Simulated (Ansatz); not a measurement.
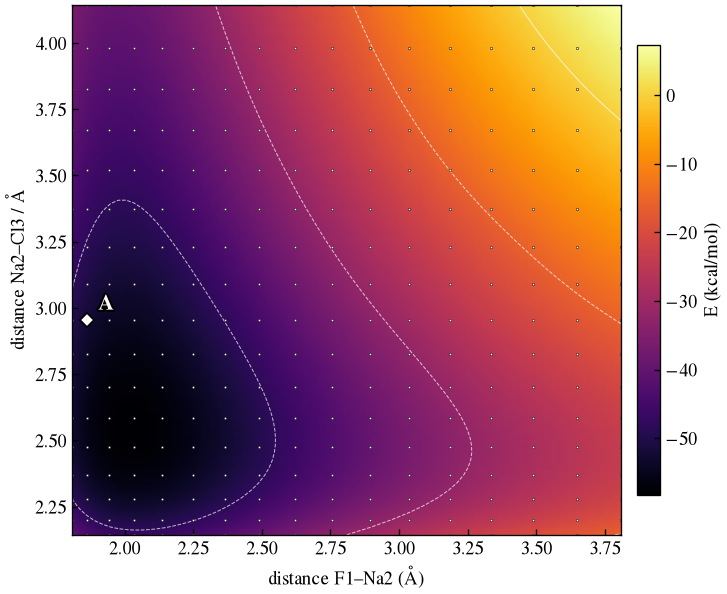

The system F⁻ + NaCl. 
- First axis: distance F1–Na2. Second axis: distance Na2–Cl3.
- Nothing is relaxed (the angle F1–Na2–Cl3 is fixed at 120 degrees).
- Grid: 17 × 17 points.
- Points are written as (first, second).
- All energies are given in kcal/mol relative to F with charge -1 far from the relaxed NaCl (each part in its own basis).
- The calculation used RKS PBE0-D4/def2-SVPD in Ansatz.

The picture shows a smooth colour map with a few white contour lines, dots at the grid points, the point A. Between grid points the surface is interpolated.

Is A at rest? If not, where is it pushed?

Answer. A, at (1.862 Å, 2.956 Å), is not a stationary point. The computed force is 38 kcal/mol for each Å towards larger values of distance F1–Na2 and 13 kcal/mol for each Å towards smaller values of distance Na2–Cl3.
